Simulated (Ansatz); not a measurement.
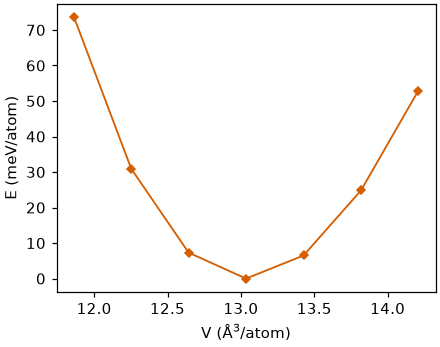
Fig. 1. KTaO₃ (cubic perovskite, Pm-3m) under volume change, DFT-PBE in the program Ansatz with PAW potentials, scaled uniformly.

Q: What does a third-order Birch–Murnaghan fit give for V₀, B₀ and B′?

A: V₀ = 13.04 Å³/atom, B₀ = 188 GPa, B′ = 4.5.

The cell was relaxed with PBE under the symmetry of its start. At this level the phase is dynamically unstable (imaginary phonons). The run is not spin-polarised. Spin–orbit coupling is left out wherever it is not named.

Potentials: the later of the program's two PAW sets.
